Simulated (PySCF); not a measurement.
# Ce³²⁺, Ce³³⁺: ionisation energy in even-tempered 18s13p8d4f3g, part 2 of 2

Wanted: the ionisation energy of cerium, up a ladder of methods.

PySCF 2.14.0; even-tempered 18s13p8d4f3g, the spin-free X2C one-electron Hamiltonian (Gaussian nucleus). The scripts are equivalent inputs of a driver's runs.

## Step 3: Ce³³⁺, method by method

Level: UHF.

The input, input.py:

```python
from pyscf import gto, scf, dft, mp, cc
mol = gto.M(atom="Ce 0 0 0", charge=33, spin=3, symmetry="D2h",
            basis=gto.etbs([(0, 18, 5, 2.5), (1, 13, 6.5, 2.5), (2, 8, 6.5, 2.5), (3, 4, 28, 2.7), (4, 3, 42, 2.7)]),
            nucmod="G")
mf = scf.UHF(mol).sfx2c1e()
mf.irrep_nelec = {'Ag': (5, 4), 'B1g': (1, 1), 'B2g': (1, 0), 'B3g': (1, 0), 'B1u': (2, 2), 'B2u': (2, 2), 'B3u': (2, 2)}
mf.kernel()
```

Log:

```text
damping factor = 0
level_shift factor = 0
DIIS = <class 'pyscf.scf.diis.CDIIS'>
diis_start_cycle = 1
diis_space = 10
diis_damp = 0
SCF conv_tol = 1e-09
SCF conv_tol_grad = None
number electrons alpha = 14  beta = 11
cycle= 1 E= -8161.69284492811  delta_E= -0.0111  |g|= 0.0506  |ddm|= 0.0115
cycle= 2 E= -8161.69287090762  delta_E= -2.6e-05  |g|= 0.00262  |ddm|= 0.000639
cycle= 3 E= -8161.69287098174  delta_E= -7.41e-08  |g|= 2.11e-05  |ddm|= 3.75e-05
cycle= 4 E= -8161.69287098175  delta_E= -7.28e-12  |g|= 8.73e-07  |ddm|= 4.09e-07
converged SCF energy = -8161.69287098175  <S^2> = 3.7503028  2S+1 = 4.0001514
```

CPU time 23 s on a shared host, the integrals not counted.

The occupied shells:

```csv
shell,electrons,mean orbital energy (eV),spread (eV),rms radius (bohr)
1s α,1,-42073.7,0,0.0280
1s β,1,-42073.4,0,0.0280
2s α,1,-8016.1,0,0.113
2s β,1,-7996.7,0,0.113
2p α,3,-7331.5,0,0.101
2p β,3,-7312.4,0,0.101
3s α,1,-2724.9,0,0.286
3s β,1,-2701.6,0,0.286
3p α,3,-2502.8,0,0.283
3p β,3,-2473.6,0,0.283
3d α,5,-2206.3,5.718,0.256
3d β,2,-2190.8,0,0.256
```

⟨S²⟩ = 3.750, ⟨L²⟩ = 12.00.

Spin-orbit constants on these orbitals (cm⁻¹; bare nucleus, screened nucleus, mean field): 3d 82170, 68000, 66640. To first order in LS coupling the lowest level has J = 9/2 and lies 12.4 eV below the centre of the term.

Spin-orbit coupling is strong in this species (close to jj coupling), so the high-spin LS determinant is a model state, not a physical level.

Level: LDA.

input.py, as changed from the run before:

```diff
@@ -4,3 +4,3 @@
             nucmod="G")
-mf = scf.UHF(mol).sfx2c1e()
+mf = dft.UKS(mol, xc="LDA,VWN").sfx2c1e()
 mf.irrep_nelec = {'Ag': (5, 4), 'B1g': (1, 1), 'B2g': (1, 0), 'B3g': (1, 0), 'B1u': (2, 2), 'B2u': (2, 2), 'B3u': (2, 2)}
```

Log:

```text
damping factor = 0
level_shift factor = 0
DIIS = <class 'pyscf.scf.diis.CDIIS'>
diis_start_cycle = 1
diis_space = 10
diis_damp = 0
SCF conv_tol = 1e-09
SCF conv_tol_grad = None
number electrons alpha = 14  beta = 11
XC functionals = LDA,VWN
    P. A. M. Dirac.,  Math. Proc. Cambridge Philos. Soc. 26, 376 (1930)
    F. Bloch.,  Z. Phys. 57, 545 (1929)
    S. H. Vosko, L. Wilk, and M. Nusair.,  Can. J. Phys. 58, 1200 (1980)
cycle= 1 E= -8155.37700907216  delta_E= -0.0232  |g|= 0.0657  |ddm|= 0.0537
cycle= 2 E= -8155.37702058562  delta_E= -1.15e-05  |g|= 0.00781  |ddm|= 0.0011
cycle= 3 E= -8155.37702105195  delta_E= -4.66e-07  |g|= 0.000787  |ddm|= 0.000217
cycle= 4 E= -8155.37702105836  delta_E= -6.41e-09  |g|= 1.11e-05  |ddm|= 2.37e-05
cycle= 5 E= -8155.37702105834  delta_E= 1.55e-11  |g|= 1.27e-07  |ddm|= 3.84e-07
converged SCF energy = -8155.37702105834  <S^2> = 3.7500512  2S+1 = 4.0000256
```

It used 3.7 s of CPU time after the integrals (shared host).

Level: PBE.

input.py, as changed from the run before:

```diff
@@ -4,3 +4,3 @@
             nucmod="G")
-mf = dft.UKS(mol, xc="LDA,VWN").sfx2c1e()
+mf = dft.UKS(mol, xc="PBE").sfx2c1e()
 mf.irrep_nelec = {'Ag': (5, 4), 'B1g': (1, 1), 'B2g': (1, 0), 'B3g': (1, 0), 'B1u': (2, 2), 'B2u': (2, 2), 'B3u': (2, 2)}
```

Log:

```text
damping factor = 0
level_shift factor = 0
DIIS = <class 'pyscf.scf.diis.CDIIS'>
diis_start_cycle = 1
diis_space = 10
diis_damp = 0
SCF conv_tol = 1e-09
SCF conv_tol_grad = None
number electrons alpha = 14  beta = 11
XC functionals = PBE
    J. P. Perdew, K. Burke, and M. Ernzerhof.,  Phys. Rev. Lett. 77, 3865 (1996)
    J. P. Perdew, K. Burke, and M. Ernzerhof.,  Phys. Rev. Lett. 78, 1396 (1997)
    J. P. Perdew, K. Burke, and M. Ernzerhof.,  Phys. Rev. Lett. 77, 3865 (1996)
    J. P. Perdew, K. Burke, and M. Ernzerhof.,  Phys. Rev. Lett. 78, 1396 (1997)
cycle= 1 E= -8162.71100209405  delta_E= -0.0158  |g|= 0.0145  |ddm|= 0.0416
cycle= 2 E= -8162.71100292356  delta_E= -8.3e-07  |g|= 0.000211  |ddm|= 0.000361
cycle= 3 E= -8162.71100292403  delta_E= -4.7e-10  |g|= 2.19e-05  |ddm|= 8.1e-06
converged SCF energy = -8162.71100292403  <S^2> = 3.7500722  2S+1 = 4.0000361
```

It used 3.3 s of CPU time after the integrals (shared host).

Level: PBE0.

input.py, as changed from the run before:

```diff
@@ -4,3 +4,3 @@
             nucmod="G")
-mf = dft.UKS(mol, xc="PBE").sfx2c1e()
+mf = dft.UKS(mol, xc="PBE0").sfx2c1e()
 mf.irrep_nelec = {'Ag': (5, 4), 'B1g': (1, 1), 'B2g': (1, 0), 'B3g': (1, 0), 'B1u': (2, 2), 'B2u': (2, 2), 'B3u': (2, 2)}
```

Log:

```text
damping factor = 0
level_shift factor = 0
DIIS = <class 'pyscf.scf.diis.CDIIS'>
diis_start_cycle = 1
diis_space = 10
diis_damp = 0
SCF conv_tol = 1e-09
SCF conv_tol_grad = None
number electrons alpha = 14  beta = 11
XC functionals = PBE0
    C. Adamo and V. Barone.,  J. Chem. Phys. 110, 6158 (1999)
    M. Ernzerhof and G. E. Scuseria.,  J. Chem. Phys. 110, 5029 (1999)
cycle= 1 E= -8162.79127086264  delta_E= -0.0106  |g|= 0.0194  |ddm|= 0.0304
cycle= 2 E= -8162.79127314586  delta_E= -2.28e-06  |g|= 0.000524  |ddm|= 0.000439
cycle= 3 E= -8162.79127314819  delta_E= -2.32e-09  |g|= 6.36e-05  |ddm|= 1.23e-05
cycle= 4 E= -8162.79127314822  delta_E= -3.64e-11  |g|= 3.96e-06  |ddm|= 1.73e-06
converged SCF energy = -8162.79127314822  <S^2> = 3.7501119  2S+1 = 4.000056
```

CPU time 7.2 s on a shared host, the integrals not counted.

Level: r2SCAN.

input.py, as changed from the run before:

```diff
@@ -4,3 +4,3 @@
             nucmod="G")
-mf = dft.UKS(mol, xc="PBE0").sfx2c1e()
+mf = dft.UKS(mol, xc="R2SCAN").sfx2c1e()
 mf.irrep_nelec = {'Ag': (5, 4), 'B1g': (1, 1), 'B2g': (1, 0), 'B3g': (1, 0), 'B1u': (2, 2), 'B2u': (2, 2), 'B3u': (2, 2)}
```

Log:

```text
damping factor = 0
level_shift factor = 0
DIIS = <class 'pyscf.scf.diis.CDIIS'>
diis_start_cycle = 1
diis_space = 10
diis_damp = 0
SCF conv_tol = 1e-09
SCF conv_tol_grad = None
number electrons alpha = 14  beta = 11
XC functionals = R2SCAN
    J. W. Furness, A. D. Kaplan, J. Ning, J. P. Perdew, and J. Sun.,  J. Phys. Chem. Lett. 11, 8208-8215 (2020)
    J. W. Furness, A. D. Kaplan, J. Ning, J. P. Perdew, and J. Sun.,  J. Phys. Chem. Lett. 11, 9248-9248 (2020)
    J. W. Furness, A. D. Kaplan, J. Ning, J. P. Perdew, and J. Sun.,  J. Phys. Chem. Lett. 11, 8208-8215 (2020)
    J. W. Furness, A. D. Kaplan, J. Ning, J. P. Perdew, and J. Sun.,  J. Phys. Chem. Lett. 11, 9248-9248 (2020)
cycle= 1 E= -8163.26872526076  delta_E= -0.0117  |g|= 0.0225  |ddm|= 0.0296
cycle= 2 E= -8163.2687276008  delta_E= -2.34e-06  |g|= 0.000687  |ddm|= 0.000352
cycle= 3 E= -8163.26872760313  delta_E= -2.33e-09  |g|= 7.93e-05  |ddm|= 8.88e-06
cycle= 4 E= -8163.26872760316  delta_E= -3.27e-11  |g|= 5.89e-06  |ddm|= 2.09e-06
converged SCF energy = -8163.26872760316  <S^2> = 3.7501411  2S+1 = 4.0000705
```

It used 11 s of CPU time after the integrals (shared host).

Level: MN15.

input.py, as changed from the run before:

```diff
@@ -4,3 +4,3 @@
             nucmod="G")
-mf = dft.UKS(mol, xc="R2SCAN").sfx2c1e()
+mf = dft.UKS(mol, xc="MN15").sfx2c1e()
 mf.irrep_nelec = {'Ag': (5, 4), 'B1g': (1, 1), 'B2g': (1, 0), 'B3g': (1, 0), 'B1u': (2, 2), 'B2u': (2, 2), 'B3u': (2, 2)}
```

Log:

```text
damping factor = 0
level_shift factor = 0
DIIS = <class 'pyscf.scf.diis.CDIIS'>
diis_start_cycle = 1
diis_space = 10
diis_damp = 0
SCF conv_tol = 1e-09
SCF conv_tol_grad = None
number electrons alpha = 14  beta = 11
XC functionals = MN15
    H. S. Yu, X. He, S. L. Li, and D. G. Truhlar.,  Chem. Sci. 7, 5032-5051 (2016)
    H. S. Yu, X. He, S. L. Li, and D. G. Truhlar.,  Chem. Sci. 7, 5032-5051 (2016)
cycle= 1 E= -8169.36381669452  delta_E= -0.355  |g|=  2.8  |ddm|= 0.157
cycle= 2 E= -8169.36474041089  delta_E= -0.000924  |g|= 0.186  |ddm|= 0.0061
cycle= 3 E= -8169.36475992007  delta_E= -1.95e-05  |g|= 0.0103  |ddm|= 0.00147
cycle= 4 E= -8169.3647605552  delta_E= -6.35e-07  |g|= 0.00112  |ddm|= 0.000283
cycle= 5 E= -8169.36476056635  delta_E= -1.12e-08  |g|= 5.41e-05  |ddm|= 3.39e-05
cycle= 6 E= -8169.36476056638  delta_E= -2.36e-11  |g|= 1e-06  |ddm|= 1.35e-06
converged SCF energy = -8169.36476056638  <S^2> = 3.7502008  2S+1 = 4.0001004
```

CPU time 19 s on a shared host, the integrals not counted.

Level: BP86.

input.py, as changed from the run before:

```diff
@@ -4,3 +4,3 @@
             nucmod="G")
-mf = dft.UKS(mol, xc="MN15").sfx2c1e()
+mf = dft.UKS(mol, xc="B88,P86").sfx2c1e()
 mf.irrep_nelec = {'Ag': (5, 4), 'B1g': (1, 1), 'B2g': (1, 0), 'B3g': (1, 0), 'B1u': (2, 2), 'B2u': (2, 2), 'B3u': (2, 2)}
```

Log:

```text
damping factor = 0
level_shift factor = 0
DIIS = <class 'pyscf.scf.diis.CDIIS'>
diis_start_cycle = 1
diis_space = 10
diis_damp = 0
SCF conv_tol = 1e-09
SCF conv_tol_grad = None
number electrons alpha = 14  beta = 11
XC functionals = B88,P86
    A. D. Becke.,  Phys. Rev. A 38, 3098 (1988)
    J. P. Perdew.,  Phys. Rev. B 33, 8822 (1986)
cycle= 1 E= -8164.01603839936  delta_E= -0.0154  |g|= 0.022  |ddm|= 0.0395
cycle= 2 E= -8164.0160411104  delta_E= -2.71e-06  |g|= 0.0034  |ddm|= 0.00062
cycle= 3 E= -8164.01604121171  delta_E= -1.01e-07  |g|= 0.00026  |ddm|= 9.84e-05
cycle= 4 E= -8164.0160412124  delta_E= -6.96e-10  |g|= 4.76e-06  |ddm|= 7.77e-06
converged SCF energy = -8164.0160412124  <S^2> = 3.7500704  2S+1 = 4.0000352
```

CPU time 4.1 s on a shared host, the integrals not counted.

Level: MP2 (outer shells).

input.py, as changed from the run before:

```diff
@@ -4,4 +4,5 @@
             nucmod="G")
-mf = dft.UKS(mol, xc="B88,P86").sfx2c1e()
+mf = scf.UHF(mol).sfx2c1e()
 mf.irrep_nelec = {'Ag': (5, 4), 'B1g': (1, 1), 'B2g': (1, 0), 'B3g': (1, 0), 'B1u': (2, 2), 'B2u': (2, 2), 'B3u': (2, 2)}
 mf.kernel()
+mp.UMP2(mf, frozen=5).kernel()
```

The driver printed no log here.

It used 7.9 s of CPU time after the integrals (shared host).

With 15 electrons correlated, the MP2 correlation energy is -0.59317 hartree (-0.19230 same spin, -0.40087 opposite spin); the SCS form gives -0.54515. Largest pairs of shells: 3p-3d -0.2414, 3d-3d -0.1851, 3p-3p -0.0781, 3s-3d -0.0440, 3s-3p -0.0392.

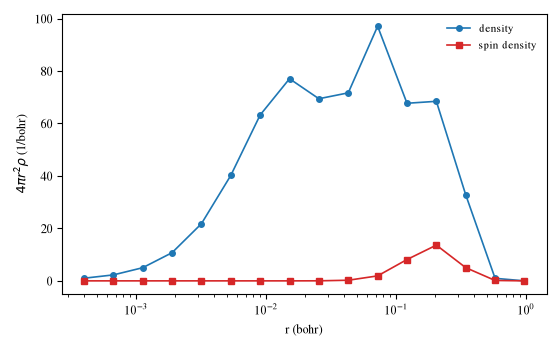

Radial density 4πr²ρ of Ce³³⁺ at UHF, without picture-change correction, at 16 stored radii joined by straight lines.

## Step 4: How the shells move

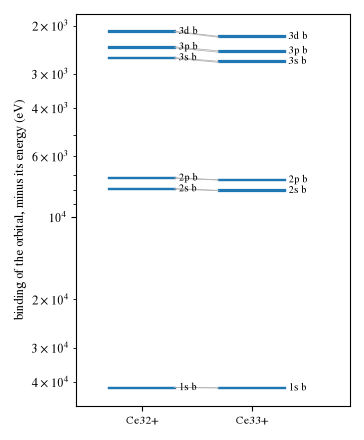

Hartree-Fock orbital energies of the states on a logarithmic scale (a, b: spin up and down; * marks an excited configuration).

## Step 5: Differences of total energies

Ionisation energy: Ce³²⁺ [Ar] 3d8 (3F) → Ce³³⁺ [Ar] 3d7 (4F).

```csv
method,value (eV),less the reference (eV),"CPU time, both states (s)"
UHF,2093.7,+6.7,48
LDA,2094.7,+7.7,7.5
PBE,2094.5,+7.5,7.4
PBE0,2094.9,+7.9,14
r2SCAN,2095.8,+8.8,22
MN15,2094.6,+7.6,39
BP86,2094.9,+7.9,9
MP2 (outer shells),2095.2,+8.2,64
SCS-MP2 (outer shells),2095.1,+8.1,64
```

Reference: 2087 ± 4 eV (theoretical estimate listed by NIST; NIST Atomic Spectra Database, ionization energies). Spin-orbit coupling is strong in these open shells (close to jj coupling). The scalar numbers leave it out, so it can dominate the gap to the real levels. For this ion Breit and QED terms and the two-electron picture change, all absent here, are large against electron correlation.

Times are CPU seconds on a shared host without the integrals; correlated rows include their Hartree-Fock run, whose time holds the symmetry-adapted start and any spin-orbit constants, while functionals begin from orbitals already made.

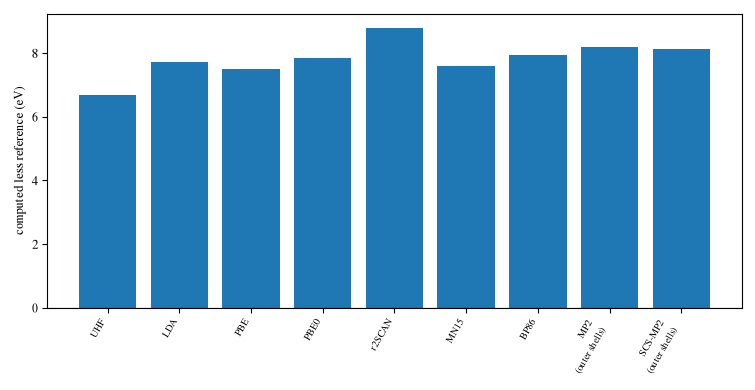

Computed less reference values by method, where the reference is not like for like or is itself uncertain.

## Step 6: What came out

This closing draws on all 2 parts.

| quantity | value |
| --- | --- |
| ionisation energy, Ce³²⁺ | UHF 2093.7, MP2 (outer shells) 2095.2 eV; reference 2087 ± 4 |

**Reading.** The methods span 2.122 eV, from UHF (2093.7) to r2SCAN (2095.8). The reference is uncertain or not like for like (spin-orbit coupling or other relativistic terms), so no ranking of close methods is drawn. All values hold for this basis alone; no basis-set limit was taken.
